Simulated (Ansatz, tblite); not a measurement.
**Sn30H48 hole disc (Sn29BH48): removing and adding an electron**

Aim: the energy of removing and adding an electron for Sn30H48 hole disc (Sn29BH48), by energy differences, and how well orbital energies stand in for it.

Program: Ansatz 0.2.0, Gaussian basis. Level of theory: as each input shows. These are calculated values, not measurements.

The runs, in order: charge +1 singlet, at the geometry of the doublet (PBE0-D4/def2-SVP, PBE-D4/def2-SVP, BHLYP-D4/def2-SVP); charge -1 singlet, at the geometry of the doublet (PBE0-D4/def2-SVP, PBE-D4/def2-SVP, BHLYP-D4/def2-SVP); the starting doublet's energies come from earlier runs.

1 further run of the same task is left out (set aside as unsound or not needed). Runs told in other sessions of the task aren't counted.

## (1) The relaxed structure

The geometry is that of the doublet, from an earlier relaxation (r2SCAN-D4/def2-SVP).

78 atoms, charge 0, spin multiplicity 2.

Atoms are counted from 1 here; the program's logs count them from 0.

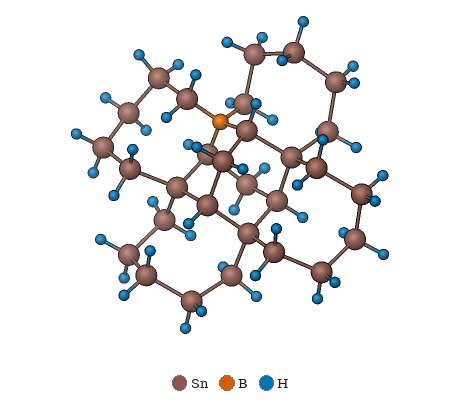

The geometry (tin brown, boron orange, hydrogen blue).

Sn takes a core potential in the def2 sets. No spin-orbit coupling is included.

## (2) Charge +1 singlet at the fixed geometry, PBE0-D4/def2-SVP

The input, in.yaml:

```yaml
crystal:
  periodic: [false, false, false]
  atoms:
    - {symbol: Sn, position_ang: [-5.548358, -4.346831, 1.016052]}
    - {symbol: Sn, position_ang: [-4.566997, -0.954117, -1.819403]}
    - {symbol: Sn, position_ang: [-4.982575, 1.260479, 1.964005]}
    - {symbol: Sn, position_ang: [-5.070018, 5.008068, -1.010134]}
    - {symbol: Sn, position_ang: [-1.598900, -4.920559, -1.591426]}
    - {symbol: Sn, position_ang: [1.618516, -5.120894, 1.559293]}
    - {symbol: Sn, position_ang: [-1.383224, 1.729398, -1.224916]}
    - {symbol: Sn, position_ang: [1.661105, -1.624025, -1.630292]}
    - {symbol: Sn, position_ang: [-1.338638, -1.728763, 1.742977]}
    - {symbol: Sn, position_ang: [1.526603, 1.733940, 1.388335]}
    - {symbol: Sn, position_ang: [1.072066, 3.936508, -1.520795]}
    - {symbol: Sn, position_ang: [-1.233773, 4.229880, 1.579850]}
    - {symbol: Sn, position_ang: [5.467082, -4.903431, -1.152726]}
    - {symbol: Sn, position_ang: [5.128481, 1.324099, -1.737349]}
    - {symbol: Sn, position_ang: [4.887051, -1.346716, 1.769236]}
    - {symbol: Sn, position_ang: [4.819292, 5.306094, 0.915247]}
    - {symbol: Sn, position_ang: [-6.639329, -2.538926, -0.804926]}
    - {symbol: Sn, position_ang: [-3.697979, -6.084606, -0.152449]}
    - {symbol: Sn, position_ang: [-6.472974, 3.151360, 0.539308]}
    - {symbol: Sn, position_ang: [-3.049591, 0.013270, 0.354433]}
    - {symbol: Sn, position_ang: [-2.800223, 6.096831, 0.204021]}
    - {symbol: Sn, position_ang: [0.121992, -3.350279, -0.025562]}
    - {symbol: Sn, position_ang: [3.607970, -6.510907, 0.172185]}
    - {symbol: Sn, position_ang: [-0.072401, 0.050452, -3.070239]}
    - {symbol: B, position_ang: [-0.022877, 2.892404, 0.222638]}
    - {symbol: Sn, position_ang: [3.277903, 0.053772, -0.053380]}
    - {symbol: Sn, position_ang: [0.317229, -0.017690, 3.227437]}
    - {symbol: Sn, position_ang: [2.441123, 6.096503, -0.323346]}
    - {symbol: Sn, position_ang: [6.712027, -3.065673, 0.537314]}
    - {symbol: Sn, position_ang: [6.393500, 3.517604, -0.546368]}
    - {symbol: H, position_ang: [-6.797140, -5.276168, 1.748728]}
    - {symbol: H, position_ang: [-4.788824, -3.436090, 2.259849]}
    - {symbol: H, position_ang: [-3.600613, -1.861838, -2.911460]}
    - {symbol: H, position_ang: [-5.167806, 0.415993, -2.673758]}
    - {symbol: H, position_ang: [-6.041327, -0.029001, 2.418663]}
    - {symbol: H, position_ang: [-4.295955, 1.876751, 3.411072]}
    - {symbol: H, position_ang: [-4.662178, 4.237195, -2.491380]}
    - {symbol: H, position_ang: [-6.196367, 6.256080, -1.393682]}
    - {symbol: H, position_ang: [-2.226633, -4.000779, -2.902694]}
    - {symbol: H, position_ang: [-0.671539, -6.200909, -2.281262]}
    - {symbol: H, position_ang: [0.507145, -6.259169, 2.225291]}
    - {symbol: H, position_ang: [2.300757, -4.260043, 2.883058]}
    - {symbol: H, position_ang: [-2.479904, 2.762972, -2.078808]}
    - {symbol: H, position_ang: [2.594259, -2.581286, -2.724225]}
    - {symbol: H, position_ang: [-2.319711, -2.695414, 2.786075]}
    - {symbol: H, position_ang: [2.535045, 2.787704, 2.321935]}
    - {symbol: H, position_ang: [2.220083, 2.882929, -2.262069]}
    - {symbol: H, position_ang: [0.069538, 4.530519, -2.793797]}
    - {symbol: H, position_ang: [-2.328616, 3.304384, 2.540974]}
    - {symbol: H, position_ang: [-0.244617, 5.091146, 2.701559]}
    - {symbol: H, position_ang: [4.672490, -4.064868, -2.424490]}
    - {symbol: H, position_ang: [6.646759, -5.925540, -1.878911]}
    - {symbol: H, position_ang: [4.421877, 1.802303, -3.230746]}
    - {symbol: H, position_ang: [6.372703, 0.187152, -2.117191]}
    - {symbol: H, position_ang: [3.918136, -2.249321, 2.866925]}
    - {symbol: H, position_ang: [5.752506, -0.187182, 2.707308]}
    - {symbol: H, position_ang: [4.448940, 4.658630, 2.460423]}
    - {symbol: H, position_ang: [5.733596, 6.745056, 1.172361]}
    - {symbol: H, position_ang: [-7.432211, -3.357885, -2.094130]}
    - {symbol: H, position_ang: [-7.790208, -1.516431, -0.040850]}
    - {symbol: H, position_ang: [-4.561533, -7.138768, -1.206877]}
    - {symbol: H, position_ang: [-3.018757, -7.069115, 1.086282]}
    - {symbol: H, position_ang: [-7.512605, 2.234437, -0.485118]}
    - {symbol: H, position_ang: [-7.489566, 3.969865, 1.663152]}
    - {symbol: H, position_ang: [-3.344582, 7.350836, 1.250003]}
    - {symbol: H, position_ang: [-1.875552, 6.862613, -1.033739]}
    - {symbol: H, position_ang: [2.833659, -7.548051, -0.962685]}
    - {symbol: H, position_ang: [4.440796, -7.523740, 1.288699]}
    - {symbol: H, position_ang: [-1.227200, -0.875124, -3.949291]}
    - {symbol: H, position_ang: [0.815466, 0.971817, -4.221864]}
    - {symbol: H, position_ang: [-0.655570, 0.815933, 4.379356]}
    - {symbol: H, position_ang: [1.475687, -0.940797, 4.105147]}
    - {symbol: H, position_ang: [1.370142, 6.856205, 0.784138]}
    - {symbol: H, position_ang: [2.763320, 7.227305, -1.581616]}
    - {symbol: H, position_ang: [7.604030, -3.929071, 1.729939]}
    - {symbol: H, position_ang: [7.844237, -2.140359, -0.368604]}
    - {symbol: H, position_ang: [7.590720, 2.922260, 0.537918]}
    - {symbol: H, position_ang: [7.223058, 4.429560, -1.748597]}
basis:
  gaussian: {orbitals: def2-SVP, fitting: {mean_field: def2-universal-jkfit}}
total_charge: 1
hamiltonian: {xc: pbe0, dispersion: d4}
scf: {omitted_lower_state_checks: [starts]}
output: {orbitals: {seedname: orbitals}}
```

Started as:

```
> ansatz run in.yaml --threads 11 --pin off --events-out ev --progress --plain --max-ram 110592MiB --backend cuda --devices 0, --max-vram 75GiB
```

The log of the run:

```text
Functional definition: PBE0
  name "PBE0"
  cite "Adamo & Barone, J. Chem. Phys. 110, 6158 (1999) doi:10.1063/1.478522"
  cite "Perdew, Burke & Ernzerhof, Phys. Rev. Lett. 77, 3865 (1996) doi:10.1103/PhysRevLett.77.3865"
  parent pbe
  parameter a = 0.25
  parameter kappa = 0.804
  parameter beta = 0.06672455060314922
  exchange = (1 - a)*pbe_x(kappa = kappa, mu = beta*pi^2/3) + a*exact_x
  correlation = pbe_c(beta = beta)
these checks for a lower state are left out or cut short: starts
7261 factors; integrals over basis functions are off by at most 3.4e-1 eV
mean field evaluation 1: about -170567.3657 eV, gradient 4.6e1 eV
mean field evaluation 2: about -170544.7030 eV, gradient 8.2e1 eV
mean field evaluation 4: about -170573.5598 eV, gradient 1.4e1 eV
mean field evaluation 8: about -170574.4651 eV, gradient 1.4e0 eV
mean field evaluation 16: about -170574.4588 eV, gradient 8.7e-3 eV
mean field -170574.45880354 eV, -6268.4957415094 hartree, gradient 2.5e-5 eV, S^2 0.000000; 0 other end points of the search recorded, 0 dependent functions left out
reference -170574.45893488 eV, -6268.4957463359 hartree; 345, 345 occupied and 663, 663 virtual orbitals, 7261 factors
Total energy: -170579.52169416 eV, -6268.6817993079 hartree
Checks for a lower state left out: starts
```

Wall time 14 s (1 × H100 with 11 threads of AMD EPYC 7R13, shared host); peak host memory 1.8 GiB.

Report: HOMO -8.59 eV, LUMO -7.60 eV.

## (3) Charge +1 singlet at the fixed geometry, PBE-D4/def2-SVP

start.molden holds the orbitals of an earlier run on this state, given as this run's starting guess.

Changes to in.yaml since step 2:

```diff
@@ -82,5 +82,5 @@
 basis:
-  gaussian: {orbitals: def2-SVP, fitting: {mean_field: def2-universal-jkfit}}
+  gaussian: {orbitals: def2-SVP, fitting: {mean_field: def2-universal-jkfit}, initial_orbitals: start.molden}
 total_charge: 1
-hamiltonian: {xc: pbe0, dispersion: d4}
+hamiltonian: {xc: pbe, dispersion: d4}
 scf: {omitted_lower_state_checks: [starts]}
```

The command is unchanged.

The log of the run:

```text
Functional definition: PBE
  name "PBE"
  cite "Perdew, Burke & Ernzerhof, Phys. Rev. Lett. 77, 3865 (1996) doi:10.1103/PhysRevLett.77.3865"
  parent pbe
  parameter kappa = 0.804
  parameter beta = 0.06672455060314922
  exchange = pbe_x(kappa = kappa, mu = beta*pi^2/3)
  correlation = pbe_c(beta = beta)
these checks for a lower state are left out or cut short: starts
7261 factors; integrals over basis functions are off by at most 3.4e-1 eV
mean field evaluation 1: about -170563.1619 eV, gradient 1.6e1 eV
mean field evaluation 2: about -170564.1640 eV, gradient 8.4e-1 eV
mean field evaluation 4: about -170564.1617 eV, gradient 5.0e-1 eV
mean field evaluation 8: about -170564.1633 eV, gradient 5.3e-4 eV
mean field -170564.16327529 eV, -6268.1173878248 hartree, gradient 2.5e-5 eV, S^2 0.000000; 0 other end points of the search recorded, 0 dependent functions left out
reference -170564.16345115 eV, -6268.1173942875 hartree; 345, 345 occupied and 663, 663 virtual orbitals, 7261 factors
Total energy: -170569.58493700 eV, -6268.3166302176 hartree
Checks for a lower state left out: starts
```

Wall time 7.5 s (1 × H100 with 11 threads of AMD EPYC 7R13, shared host); peak host memory 1.8 GiB.

From the report: HOMO -7.78 eV, LUMO -7.67 eV.

## (4) Charge +1 singlet at the fixed geometry, BHLYP-D4/def2-SVP

Changes to in.yaml since step 3:

```diff
@@ -84,3 +84,3 @@
 total_charge: 1
-hamiltonian: {xc: pbe, dispersion: d4}
+hamiltonian: {xc: {name: BHLYP}, dispersion: d4}
 scf: {omitted_lower_state_checks: [starts]}
```

Same command.

The log of the run:

```text
Functional definition: BHLYP
  name "BHLYP"
  cite "Becke, J. Chem. Phys. 98, 1372 (1993) doi:10.1063/1.464304"
  cite "Becke, Phys. Rev. A 38, 3098 (1988) doi:10.1103/PhysRevA.38.3098"
  cite "Lee, Yang & Parr, Phys. Rev. B 37, 785 (1988) doi:10.1103/PhysRevB.37.785"
  parameter a = 0.5
  exchange = (1 - a)*b88_x + a*exact_x
  correlation = lyp_c
these checks for a lower state are left out or cut short: starts
7261 factors; integrals over basis functions are off by at most 3.4e-1 eV
mean field evaluation 1: about -170510.4467 eV, gradient 1.5e1 eV
mean field evaluation 2: about -170511.3068 eV, gradient 7.4e-1 eV
mean field evaluation 4: about -170511.3059 eV, gradient 4.6e-2 eV
mean field evaluation 8: about -170511.3059 eV, gradient 1.9e-5 eV
mean field -170511.30591667 eV, -6266.1749157232 hartree, gradient 1.9e-5 eV, S^2 0.000000; 0 other end points of the search recorded, 0 dependent functions left out
reference -170511.30663940 eV, -6266.1749422831 hartree; 345, 345 occupied and 663, 663 virtual orbitals, 7261 factors
Total energy: -170520.71746464 eV, -6266.5207837320 hartree
Checks for a lower state left out: starts
```

It took 16 s on 1 × H100 with 11 threads of AMD EPYC 7R13, shared host; peak host memory 1.8 GiB.

Report: HOMO -9.26 eV, LUMO -7.17 eV.

## (5) Vertical ionisation energy

Charged state less starting state, doublet to singlet; the starting state's energies are those of its earlier runs.

| level | vertical ionisation energy (eV) | time |
| --- | --- | --- |
| PBE-D4/def2-SVP | +6.58 | 17 s |
| PBE0-D4/def2-SVP | +6.96 | 36 s |
| BHLYP-D4/def2-SVP | +7.13 | 49 s |

Times add the two runs; a level without a time comes out of a correlated run.

Beside −ε(HOMO) of the starting state (over both spins):

| level | −ε(HOMO) (eV) | by difference (eV) | mismatch (eV) |
| --- | --- | --- | --- |
| PBE-D4/def2-SVP | 5.31 | 6.58 | -1.27 |
| PBE0-D4/def2-SVP | 6.17 | 6.96 | -0.79 |
| BHLYP-D4/def2-SVP | 6.85 | 7.13 | -0.28 |

## (6) Charge -1 singlet at the fixed geometry, PBE0-D4/def2-SVP

Changes to in.yaml since step 4:

```diff
@@ -82,5 +82,5 @@
 basis:
-  gaussian: {orbitals: def2-SVP, fitting: {mean_field: def2-universal-jkfit}, initial_orbitals: start.molden}
-total_charge: 1
-hamiltonian: {xc: {name: BHLYP}, dispersion: d4}
+  gaussian: {orbitals: def2-SVP, fitting: {mean_field: def2-universal-jkfit}}
+total_charge: -1
+hamiltonian: {xc: pbe0, dispersion: d4}
 scf: {omitted_lower_state_checks: [starts]}
```

The command is unchanged.

The log of the run (excerpt; [...] marks lines left out):

```text
Functional definition: PBE0
  name "PBE0"
  cite "Adamo & Barone, J. Chem. Phys. 110, 6158 (1999) doi:10.1063/1.478522"
  cite "Perdew, Burke & Ernzerhof, Phys. Rev. Lett. 77, 3865 (1996) doi:10.1103/PhysRevLett.77.3865"
  parent pbe
[...]
7261 factors; integrals over basis functions are off by at most 3.4e-1 eV
[...]
mean field -170585.29708768 eV, -6268.8940411050 hartree, gradient 2.7e-5 eV, S^2 0.000000; 0 other end points of the search recorded, 0 dependent functions left out
reference -170585.29721709 eV, -6268.8940458607 hartree; 346, 346 occupied and 662, 662 virtual orbitals, 7261 factors
Total energy: -170590.47960139 eV, -6269.0844949711 hartree
Checks for a lower state left out: starts
```

Run time: 11 s. Hardware: 1 × H100 with 11 threads of AMD EPYC 7R13, shared host; peak host memory 1.8 GiB.

HOMO -3.21 eV, LUMO -0.19 eV.

## (7) Charge -1 singlet at the fixed geometry, PBE-D4/def2-SVP

Changes to in.yaml since step 6:

```diff
@@ -82,5 +82,5 @@
 basis:
-  gaussian: {orbitals: def2-SVP, fitting: {mean_field: def2-universal-jkfit}}
+  gaussian: {orbitals: def2-SVP, fitting: {mean_field: def2-universal-jkfit}, initial_orbitals: start.molden}
 total_charge: -1
-hamiltonian: {xc: pbe0, dispersion: d4}
+hamiltonian: {xc: pbe, dispersion: d4}
 scf: {omitted_lower_state_checks: [starts]}
```

Launched as before.

The log of the run:

```text
Functional definition: PBE
  name "PBE"
  cite "Perdew, Burke & Ernzerhof, Phys. Rev. Lett. 77, 3865 (1996) doi:10.1103/PhysRevLett.77.3865"
  parent pbe
  parameter kappa = 0.804
  parameter beta = 0.06672455060314922
  exchange = pbe_x(kappa = kappa, mu = beta*pi^2/3)
  correlation = pbe_c(beta = beta)
these checks for a lower state are left out or cut short: starts
7261 factors; integrals over basis functions are off by at most 3.4e-1 eV
mean field evaluation 1: about -170573.4559 eV, gradient 1.6e1 eV
mean field evaluation 2: about -170574.4424 eV, gradient 8.1e-1 eV
mean field evaluation 4: about -170574.4304 eV, gradient 6.5e-3 eV
mean field -170574.43041572 eV, -6268.4946982762 hartree, gradient 2.0e-5 eV, S^2 0.000000; 0 other end points of the search recorded, 0 dependent functions left out
reference -170574.43058894 eV, -6268.4947046417 hartree; 346, 346 occupied and 662, 662 virtual orbitals, 7261 factors
Total energy: -170579.98229040 eV, -6268.6987259074 hartree
Checks for a lower state left out: starts
```

Wall time 6 s (1 × H100 with 11 threads of AMD EPYC 7R13, shared host); peak host memory 1.8 GiB.

Report: HOMO -2.49 eV, LUMO -0.83 eV.

## (8) Charge -1 singlet at the fixed geometry, BHLYP-D4/def2-SVP

Changes to in.yaml since step 7:

```diff
@@ -84,3 +84,3 @@
 total_charge: -1
-hamiltonian: {xc: pbe, dispersion: d4}
+hamiltonian: {xc: {name: BHLYP}, dispersion: d4}
 scf: {omitted_lower_state_checks: [starts]}
```

Launched as before.

The log of the run:

```text
Functional definition: BHLYP
  name "BHLYP"
  cite "Becke, J. Chem. Phys. 98, 1372 (1993) doi:10.1063/1.464304"
  cite "Becke, Phys. Rev. A 38, 3098 (1988) doi:10.1103/PhysRevA.38.3098"
  cite "Lee, Yang & Parr, Phys. Rev. B 37, 785 (1988) doi:10.1103/PhysRevB.37.785"
  parameter a = 0.5
  exchange = (1 - a)*b88_x + a*exact_x
  correlation = lyp_c
these checks for a lower state are left out or cut short: starts
7261 factors; integrals over basis functions are off by at most 3.4e-1 eV
mean field evaluation 1: about -170521.4583 eV, gradient 1.5e1 eV
mean field evaluation 2: about -170522.2950 eV, gradient 7.6e-1 eV
mean field evaluation 4: about -170522.2887 eV, gradient 4.1e-3 eV
mean field -170522.28873549 eV, -6266.5785268705 hartree, gradient 1.2e-5 eV, S^2 0.000000; 0 other end points of the search recorded, 0 dependent functions left out
reference -170522.28945104 eV, -6266.5785531665 hartree; 346, 346 occupied and 662, 662 virtual orbitals, 7261 factors
Total energy: -170531.87625582 eV, -6266.9308617440 hartree
Checks for a lower state left out: starts
```

Run time: 11 s. Hardware: 1 × H100 with 11 threads of AMD EPYC 7R13, shared host; peak host memory 1.8 GiB.

From the report: HOMO -3.80 eV, LUMO 0.56 eV.

## (9) Vertical electron affinity

Starting state less charged state (positive: the electron is bound), doublet to singlet; the starting state's energies are those of its earlier runs.

| level | vertical electron affinity (eV) | time |
| --- | --- | --- |
| PBE-D4/def2-SVP | +3.82 | 15 s |
| PBE0-D4/def2-SVP | +4.00 | 33 s |
| BHLYP-D4/def2-SVP | +4.03 | 44 s |

Times add the two runs; a level without a time comes out of a correlated run.

Beside −ε(LUMO) of the starting state (over both spins):

| level | −ε(LUMO) (eV) | by difference (eV) | mismatch (eV) |
| --- | --- | --- | --- |
| PBE-D4/def2-SVP | 5.01 | 3.82 | +1.19 |
| PBE0-D4/def2-SVP | 4.67 | 4.00 | +0.67 |
| BHLYP-D4/def2-SVP | 4.07 | 4.03 | +0.04 |

## (10) Results

```
                                           quantity                                value
vertical ionisation energy, functionals in def2-SVP  6.58 (PBE-D4) to 7.13 eV (BHLYP-D4)
vertical electron affinity, functionals in def2-SVP  3.82 (PBE-D4) to 4.03 eV (BHLYP-D4)
```

The vertical ionisation energy spans 6.58 to 7.13 eV over the functionals. −ε(HOMO) misses the level's own difference by -0.28 eV at best (BHLYP-D4) and -1.27 eV at worst (PBE-D4). The vertical electron affinity spans 3.82 to 4.03 eV over the functionals. −ε(LUMO) misses the level's own difference by +0.04 eV at best (BHLYP-D4) and +1.19 eV at worst (PBE-D4). The charged states' spins were chosen beforehand and needn't be their lowest.
